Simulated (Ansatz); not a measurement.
# Profile along the N–V line in VN (rock salt)

VN (rock salt)

```
VN
1.0
    0.00000     2.05846     2.05846
    2.05846     0.00000     2.05846
    2.05846     2.05846     0.00000
N V
1 1
Direct
  0.00000   0.00000   0.00000
  0.50000   0.50000   0.50000
```

Fields along a shortest N–V line of a {100} plane (2.06 Å), from N to V, interpolated on the slice's grid (step about 0.1 Å). Calculation: PBE (plane waves to 420 eV, PAW, scalar-relativistic; Ansatz, an electronic-structure program). k mesh 19×19×19. Inside the PAW spheres the values are not all-electron values, and peaks at nuclei hang on which shells count as valence. The PAW data are Ansatz's earlier set. VN is run without spin polarisation. VN was relaxed with its symmetry unable to fall.

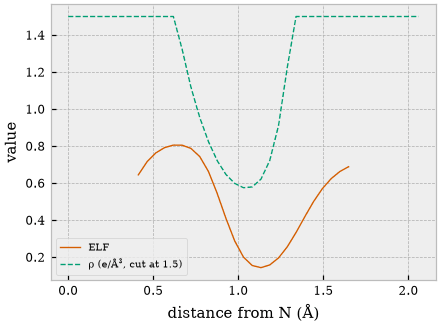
*ELF (away from the nuclei) and valence density from N to V.*

Density on the N–V line (2.06 Å) at its midpoint: 0.57 e/Å³. ELF at that point: 0.20.
